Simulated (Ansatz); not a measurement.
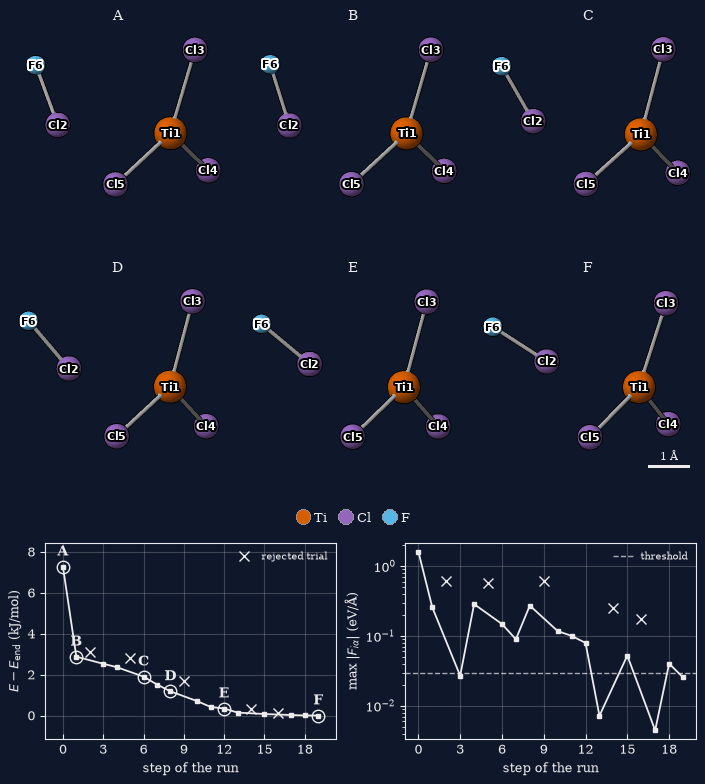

Frames of a relaxation of TiCl4F (multiplicity 2), marked on the history of the run. The picture is a ball-and-stick view, seen from a free direction.

The run prepares an end point of a later path (reaction) calculation, from a guessed geometry.

These are results of UHF/def2-SVP (Ansatz), not measurements. (collinear spin; force threshold 0.03 eV/Å; at most 50 steps)

Q: Describe the path.

A: The energy falls by 7.28 kJ/mol in 14 accepted moves (19 points after the start). Largest force component: 1.6 eV/Å at the start, 0.026 eV/Å at the end. The line search rejected the trial steps at points 2, 5, 9, 14, 16 of the run. The forces were under the threshold at step 3, but the run went on from there. Cl2 moves most after the best rigid fit: 0.65 Å. Largest moves by element: Cl 0.65 Å, F 0.40 Å, Ti 0.09 Å. Among the contacts that change: Ti1–Cl2 3.572 → 3.487 Å, Cl2–F6 1.564 → 1.612 Å, Ti1–Cl4 2.239 → 2.250 Å, Ti1–Cl5 2.235 → 2.230 Å. The run took 100 s on 4 threads of Arm Neoverse V1, with other jobs on the host, peak memory 0.68 GiB. From step 0 to 1: Cl2 moves most (0.19 Å), energy −4.40 kJ/mol. From step 1 to 6: Cl2 moves most (0.24 Å), energy −0.98 kJ/mol. From step 6 to 8: Cl2 moves most (0.18 Å), energy −0.72 kJ/mol. From step 8 to 12: Cl2 moves most (0.17 Å), energy −0.84 kJ/mol. From step 12 to 19: F6 moves most (0.19 Å), energy −0.34 kJ/mol.

```csv
step,"E − E(0), kJ/mol","largest force component, eV/Å",note
0,0.00,1.6160,
1,-4.40,0.2569,
2,-4.19,0.6058,rejected
3,-4.75,0.0270,
4,-4.91,0.2866,
5,-4.45,0.5804,rejected
6,-5.38,0.1487,
7,-5.76,0.0899,
8,-6.10,0.2730,
9,-5.62,0.6108,rejected
10,-6.58,0.1178,
11,-6.86,0.1005,
12,-6.94,0.0797,
13,-7.14,0.0072,
14,-6.97,0.2527,rejected
15,-7.21,0.0525,
16,-7.15,0.1771,rejected
17,-7.26,0.0044,
18,-7.28,0.0402,
19,-7.28,0.0256,
```

Limits of the set-up: the start holds two separate molecules, 3.6 Å apart at their closest, whose relative position is a soft coordinate and is computed without a dispersion correction; Hartree-Fock leaves out electron correlation.
